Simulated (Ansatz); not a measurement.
ZrCl3F2: several calculations on one system

### Relaxation

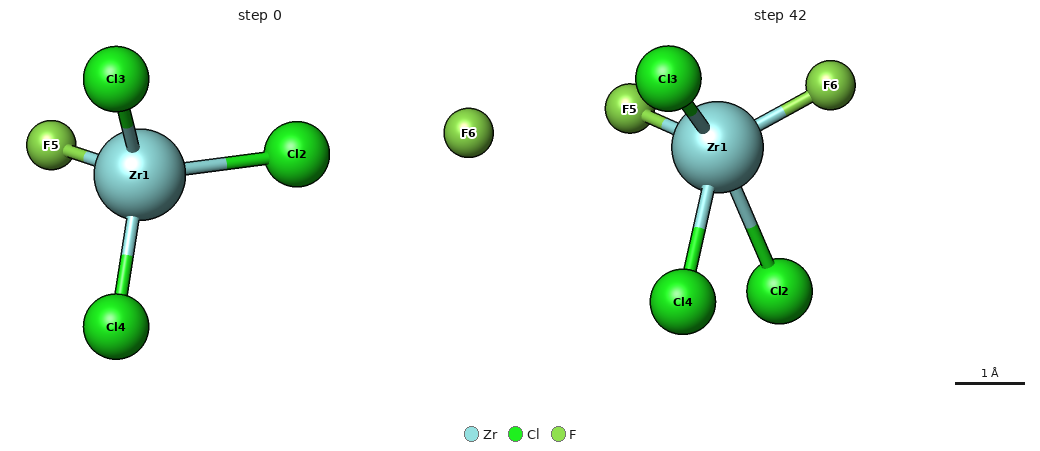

The structure of ZrCl3F2 (multiplicity 2) before (left) and after (right) a relaxation, at one scale.

Style: ball-and-stick. Shown at a tilt.

The run prepares an end point of a later path (reaction) calculation, from a guessed geometry.

Computed with Ansatz 0.2.0, UKS PBE-D4/def2-SVP.

Input
```yaml
crystal:
  periodic: [false, false, false]
  atoms:
    - { symbol: Zr, position_ang: [0.012501, 0.020786, -0.056634] }
    - { symbol: Cl, position_ang: [-0.00315, -0.005668, 2.418871] }
    - { symbol: Cl, position_ang: [2.196623, 0.016916, -0.86894] }
    - { symbol: Cl, position_ang: [-1.082719, 1.910324, -0.869338] }
    - { symbol: F, position_ang: [-0.869735, -1.507619, -0.730156] }
    - { symbol: F, position_ang: [0.00338, 0.005861, 5.108497] }
magnetization:
  spin_polarized: true
  initial_magnetization: 1
basis:
  gaussian: { orbitals: def2-SVP }
hamiltonian:
  xc: pbe
  dispersion: d4
relax:
  f_tol: 0.03
  max_steps: 50
```

Launched with:
```bash
ansatz run input.yaml --threads 4 --pin off --max-ram 5120MiB --backend cpu --events-out ev --progress --plain --runs-dir out
```

**Describe what moved and what it gained.**

The atom that moves furthest after the best rigid fit is F6 (2.71 Å). By element the largest moves are F 2.71 Å, Cl 2.16 Å, Zr 0.98 Å. Near-neighbour distances that change, for instance: Zr1–F6 5.165 → 1.898 Å, Cl2–Cl4 3.956 → 2.682 Å, Zr1–Cl4 2.330 → 2.535 Å, Zr1–Cl2 2.476 → 2.583 Å. New bonds form, among them: Zr1–F6 (5.17 → 1.90 Å). Among the angles between lasting bonds that change: Cl2–Zr1–Cl4 110.8° → 63.2°, Cl2–Zr1–Cl3 110.8° → 148.2°, Cl3–Zr1–Cl4 108.7° → 87.5°. Over 40 accepted moves (42 points after the start) the energy falls by 65.9 kcal/mol. The largest force component goes from 1.3 to 0.016 eV/Å. The line search rejected the trial steps at points 17, 20 of the run. The forces were under the threshold at step 21, but the run went on from there.

Limits of the set-up: the start holds two separate molecules, 2.7 Å apart at their closest, whose relative position is a soft coordinate.

### Relaxation

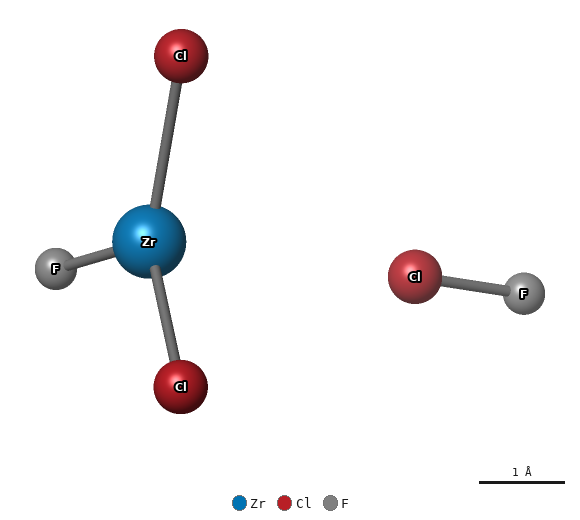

Starting structure of ZrCl3F2 (multiplicity 2). A ball-and-stick model, seen at a tilt.

The run prepares an end point of a later path (reaction) calculation, from a guessed geometry.

Theory: UKS PBE-D4/def2-SVP in Ansatz.

Input
```yaml
crystal:
  periodic: [false, false, false]
  atoms:
    - { symbol: Zr, position_ang: [0.009998, 0.017506, -0.5554] }
    - { symbol: Cl, position_ang: [0.030846, 0.056142, 3.150687] }
    - { symbol: Cl, position_ang: [2.328758, 0.008197, -0.834512] }
    - { symbol: Cl, position_ang: [-1.156186, 2.021468, -0.835918] }
    - { symbol: F, position_ang: [-0.935075, -1.622933, -0.673402] }
    - { symbol: F, position_ang: [-0.021441, -0.03978, 4.750844] }
magnetization:
  spin_polarized: true
  initial_magnetization: 1
basis:
  gaussian: { orbitals: def2-SVP }
hamiltonian:
  xc: pbe
  dispersion: d4
relax:
  f_tol: 0.03
  max_steps: 50
```

Run as
```bash
ansatz run input.yaml --threads 4 --pin off --max-ram 5120MiB --backend cpu --events-out ev --progress --plain --runs-dir out
```

Q: What does the optimiser find from here?

A: After 37 geometry steps the energy has fallen by 5.034 eV. The largest force component goes from 3.5 to 0.0074 eV/Å. The atom that moves furthest after the best rigid fit is F6 (2.60 Å). Largest moves by element: F 2.60 Å, Cl 2.06 Å, Zr 1.41 Å. Near-neighbour distances that change, for instance: Zr1–F6 5.307 → 1.900 Å, Cl2–Cl4 4.600 → 2.668 Å, Cl2–F6 1.604 → 3.158 Å, Zr1–Cl2 3.706 → 2.571 Å. New bonds form, among them: Zr1–Cl2 (3.71 → 2.57 Å), Zr1–F6 (5.31 → 1.90 Å). Bonds break, among them: Cl2–F6 (1.60 → 3.16 Å). Bond angles that change, for instance: Cl4–Zr1–F5 119.1° → 88.4°, Cl3–Zr1–Cl4 119.0° → 107.4°, Cl3–Zr1–F5 118.9° → 107.8°.

The structure at the end:

```xyz
6

Zr    0.1123   -0.2486    0.8298
Cl   -0.1492    1.8920    2.2288
Cl    2.2548   -0.1928   -0.1047
Cl   -1.2255    1.6825   -0.2037
F    -0.9374   -1.4544   -0.1978
F     0.2020   -1.2382    2.4498
```

After the run, drawn alike:

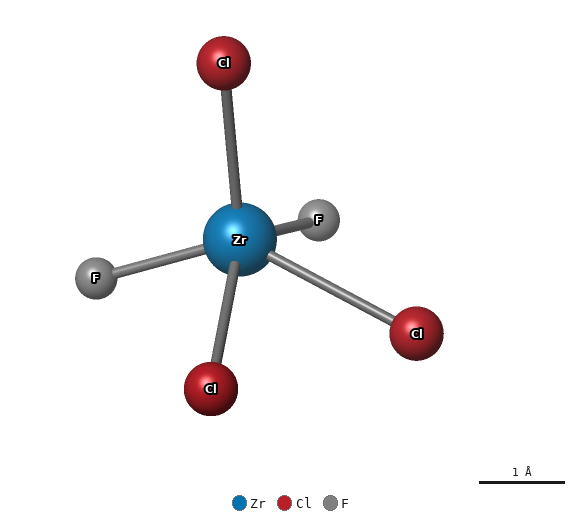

Limits of the set-up: the start holds two separate molecules, 3.7 Å apart at their closest, whose relative position is a soft coordinate.

### Path

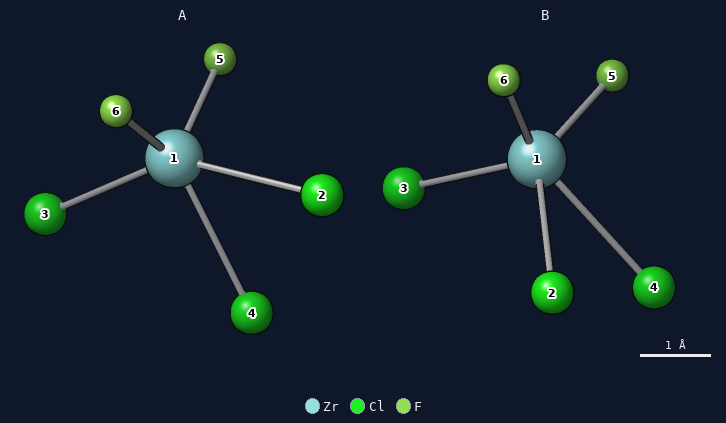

The two relaxed end points of a path for ZrCl$_{3}$F$_{2}$ (multiplicity 2). A ball-and-stick model, seen at a tilt.

Level of theory: Ansatz, UKS PBE-D4/def2-SVP.

Set-up: 5 movable images; climbing image; force threshold 0.03 eV/Å; iteration limit 60.

Start:
```xyz
6

Zr    0.2915   -0.1206    0.8117
Cl   -1.8935    0.0282    2.1815
Cl    1.9180    0.9808   -0.5021
Cl   -1.2960    1.7693    0.2313
F    -0.0446   -1.7381   -0.1108
F     1.2814   -0.4790    2.3908
```

End:
```xyz
6

Zr    0.2871   -0.1436    0.7917
Cl   -1.1393    1.2167    2.4418
Cl    1.9690    1.2811    0.0116
Cl   -1.9525    0.7753   -0.0608
F     0.1133   -1.5707   -0.4512
F     0.9793   -1.1182    2.2691
```

What barrier does the band find between them, and by what path?

The two ends have nearly the same energy, and the highest point, image 2, lies 0.70 eV above the start. No bond forms or breaks between the ends. Bond angles that change up to the highest image, for instance: Cl2–Zr1–Cl4 63.2° → 123.9°, Cl4–Zr1–F6 131.1° → 99.1°. The band converged in 60 iterations, with a climbing image at the top. At the top, the vibrational analysis gives one imaginary mode (41i cm⁻¹), as a transition state must have.

Energies of the converged images:

| image | path (Å) | E (eV) |
| --- | --- | --- |
| 0 | 0.00 | 0.000 |
| 1 | 1.44 | 0.612 |
| 2 | 2.87 | 0.701 |
| 3 | 6.50 | 0.002 |
| 4 | 10.14 | 0.011 |
| 5 | 13.77 | 0.007 |
| 6 | 17.40 | 0.002 |

The geometry at the top of the path:

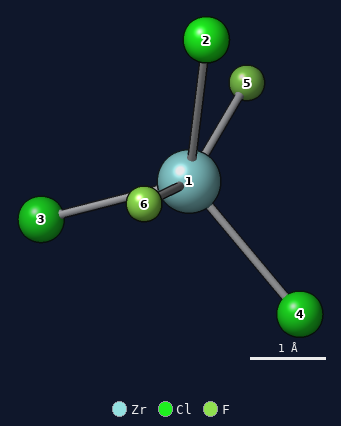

The run took 15 min on 4 threads of Arm Neoverse V1 (shared host), peak memory 0.3 GiB.
